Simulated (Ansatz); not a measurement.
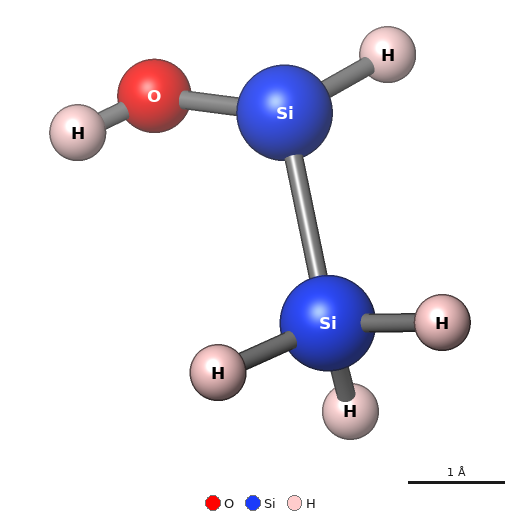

Distant atoms are faded towards the background colour. State: neutral, doublet. Computed geometry: PBE0-D4/def2-TZVP optimisation. No frequency run is at hand to confirm it as a minimum. Masses are those of the most abundant isotopes; constants are for the rigid equilibrium geometry.

**What kind of rotor is it, and what are its rotational constants in cm⁻¹?**

An asymmetric top (C1): A = 0.597, B = 0.110, C = 0.0979 cm⁻¹. Ray's parameter κ is −0.95, close to the prolate limit.
